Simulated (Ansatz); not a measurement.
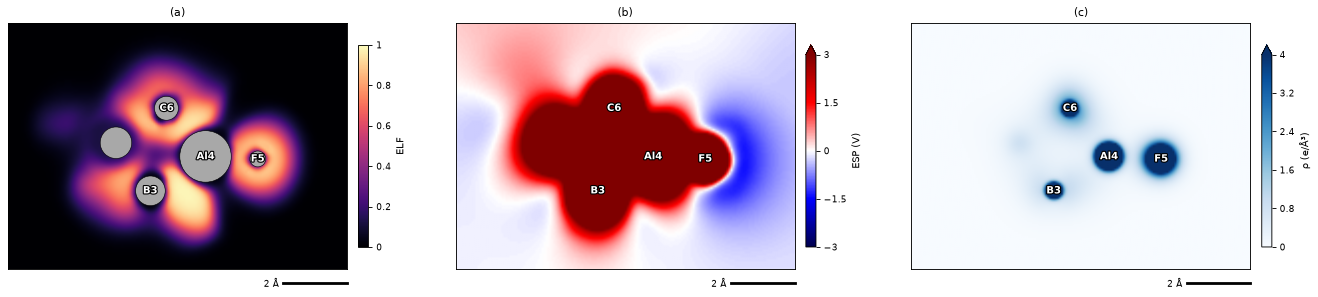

*CH₄AlBFGaO (SMILES [OH][Ga]1[BH][Al]([F])[CH2]1). (a) ELF; (b) electrostatic potential; (c) total electron density on the plane of atoms F5, Al4 and C6. Grey discs cover the atomic cores in the ELF map.*

Geometry: PBE0-D4/def2-TZVP.

Method: RKS PBE0-D4/def2-TZVPP in Ansatz.

| atom | x (Å) | y (Å) | z (Å) |
| --- | --- | --- | --- |
| O | -2.6178 | -0.8721 | 0.7261 |
| Ga | -0.9409 | -0.7759 | 0.1459 |
| B | 0.6480 | -1.4240 | -0.8864 |
| Al | 1.4329 | 0.4506 | -1.1196 |
| F | 2.4287 | 1.3990 | -2.0287 |
| C | 0.3197 | 0.8470 | 0.4352 |
| H | -2.8490 | -0.1737 | 1.3427 |
| H | 1.3124 | -2.1335 | -0.1696 |
| H | -0.4204 | 1.6029 | 0.1217 |
| H | 0.6863 | 1.0797 | 1.4327 |

Question: Interpret the plot.

Answer: The section cuts through B, Al, F and C sites. Al–F (1.65 Å): ρ at the midpoint is about 0.92 e/Å³; the ELF peaks at about 0.85 in the valence shell of F, 0.6 Å from its nucleus, and is about 0.35 at the midpoint. C–Al (1.95 Å): ρ at the midpoint is about 0.69 e/Å³; the ELF peaks at about 0.95 between the atoms: a polar covalent bond. Al–B (2.05 Å): ρ is about 0.55 e/Å³ halfway; the ELF peaks at about 0.95 between the atoms (a covalent bond). The ELF also peaks beside F5, away from the bonds: lone-pair regions. Outside the dense part of the molecule the potential is most negative (−1.4 V) near F5.
